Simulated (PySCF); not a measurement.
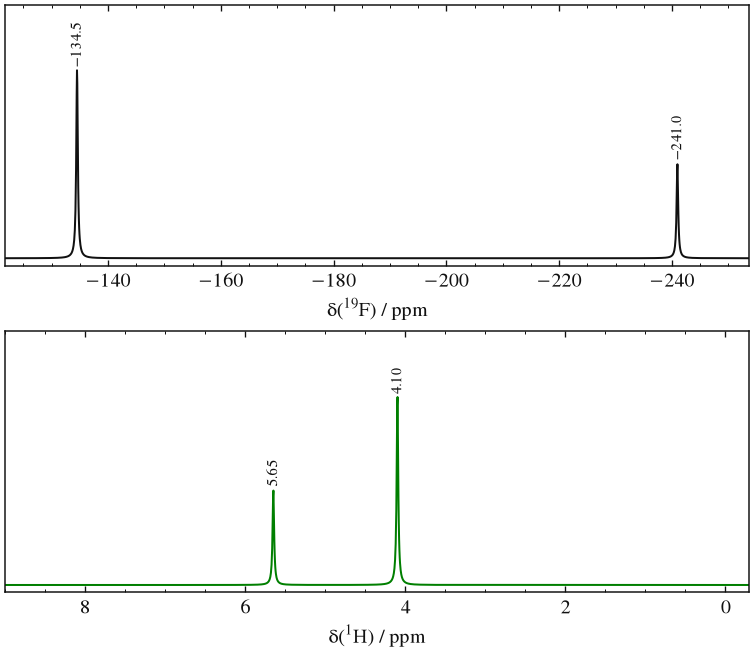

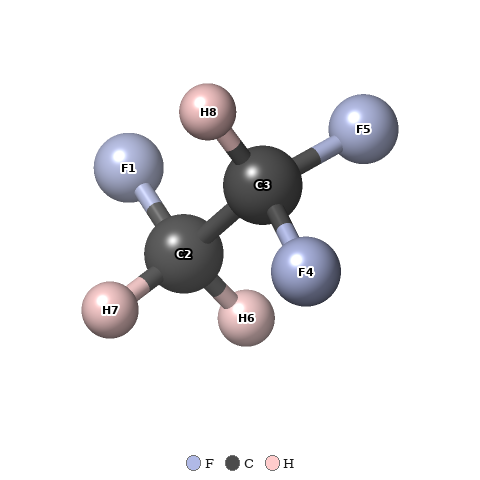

Spectrum and numbered structure of C₂H₃F₃, SMILES FCC(F)F. GIAO shifts, PBE0/cc-pVDZ with PySCF, at a PBE0-D3(BJ)/def2-SVP geometry (no frequency check), against CFCl₃ for ¹⁹F and TMS for ¹H computed at the same level (¹⁹F: this reference is a hard case for the method, so all values can be off together by tens of ppm, and differences between signals are safer). Gas phase, fully decoupled, line heights follow the number of nuclei, widths are arbitrary (no quadrupolar broadening); values of one conformer, averaged over nuclei that symmetry or rotation about single bonds exchange, these motions taken as fast; other conformers aren't averaged in.

Assign the ¹⁹F signals to the numbered atoms.

Answer.
| δ (ppm) | nuclei | atoms |
| --- | --- | --- |
| −134.5 | 2 | F4, F5 |
| −241.0 | 1 | F1 |

Assign the ¹H signals to the numbered atoms.

Answer.
```
δ (ppm)  nuclei   atoms
   5.65       1      H8
   4.10       2  H6, H7
```
